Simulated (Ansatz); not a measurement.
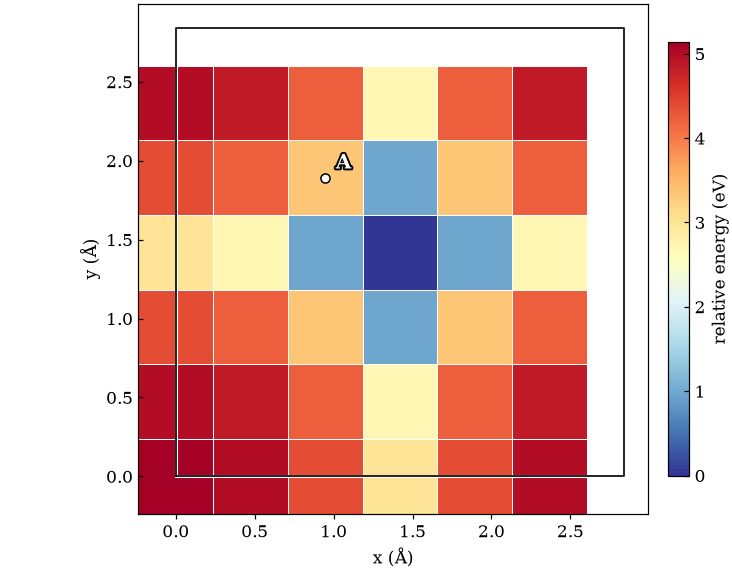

N on an Al(100) slab cut from the Fm-3m phase, its upper half relaxed before the scan (3 atoms of substrate and one adsorbate in a 1 × 1 cell). 
- N is moved over the surface cell; relaxed at each place: the height of the adsorbate's atoms; substrate rigid; the origin of the map has the adsorbate above Al3.
- Places are given modulo a cell vector. The map is drawn in real space over the plane of the surface.
- Grid: 6 × 6 points; 10 points were computed and 26 follow by symmetry.
- Energies are in eV, from the lowest grid point.
- The relaxed height changes by up to 0.8 Å between neighbouring points. With one adsorbate in each 1 × 1 cell, its nearest image is 2.8 Å away, so neighbouring adsorbates interact.
- All numbers below come from DFT PBEsol, scalar-relativistic, plane waves, PAW (Ansatz 0.2.0). Settings: cutoff 420 eV, k-mesh 9×9×1, gaussian smearing 0.1 eV, no spin polarisation.

The picture shows one coloured cell a grid point, the outline of one cell of the plane, the point A.

> Is A at rest? If not, where is it pushed?

A, at (2/6, 4/6) of the cell vectors, is not a stationary point. The computed force is 5.3 eV/Å in the plane, pointing down and right in the picture (components 3.7 and −3.7 eV/Å).
